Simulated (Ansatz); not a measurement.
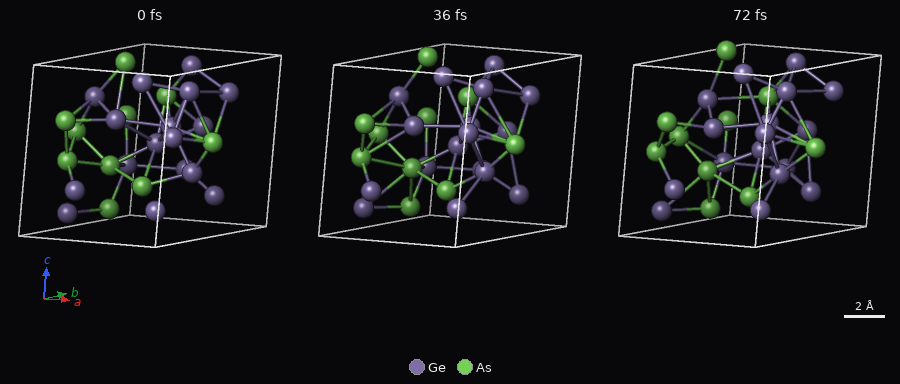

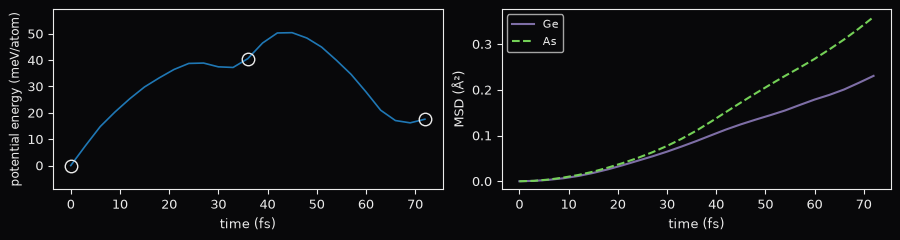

First-principles dynamics of an amorphous cell of composition Ge₁₆As₉ (25 atoms in the cell), 72 fs long. Frames and the history of the run. The picture is a ball-and-stick view of the simulation cell, seen from a free direction. Bonds to atoms that aren't drawn are left out.

Computed with Ansatz 0.2.0, DFT PBE, scalar-relativistic, plane waves, PAW. Settings: plane-wave cutoff 320 eV; k-point mesh 1 × 1 × 1; Fermi-Dirac smearing 0.259 eV; volume 1.05 times that of the relaxed crystal; set temperature 3000 K; time step 3 fs.

What happens in this trajectory?

Root-mean-square distances from the starting positions over the second half, with the common drift of all atoms taken out: As 0.48 Å, Ge 0.40 Å. The run lasts only 72 fs, too short to tell vibration from diffusion. The mean temperature in the second half is 3289 K (standard deviation 390 K). The potential energy in the second half lies on average 35.0 meV per atom above the first frame. The mean pressure there is 5.1 GPa.

Limits of the set-up: the cutoff lies below the recommended one; the periodic images lie only 8.3 Å apart, so the values are limited by the cell's size.
